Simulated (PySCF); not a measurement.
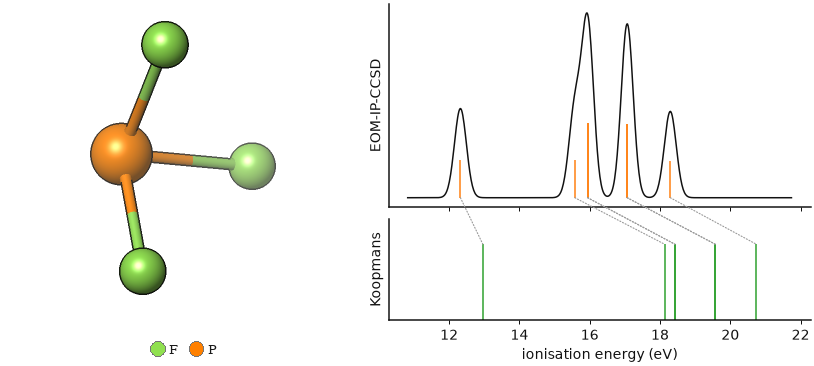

Valence photoelectron lines of PF₃ (phosphorus trifluoride), SMILES FP(F)F: vertical EOM-IP-CCSD/aug-cc-pVDZ (frozen core, PySCF, at a PBE0-D3(BJ)/def2-SVP geometry (no frequency check); 7 lines, one for each of the 7 highest orbitals, so a line of a deeper orbital can be missing among them) above, Hartree-Fock orbital energies with the sign turned below, non-relativistic; dotted lines join each line to its leading orbital. Stick heights are one-hole weights (summed over degenerate lines), not cross-sections; Gaussian width 0.40 eV.

> What is the first vertical ionisation energy, and how far is Koopmans' value off?

12.32 eV from the HOMO; Koopmans gives 12.96 eV, 0.64 eV too high.

> Do correlation and relaxation change the order of the lines?

Not among these holes, which come in the order of the orbitals, HOMO, HOMO−1, HOMO−2, HOMO−3, HOMO−4, HOMO−5, HOMO−6.

Note: small basis, so the lines can lie some tenths of an eV too low.
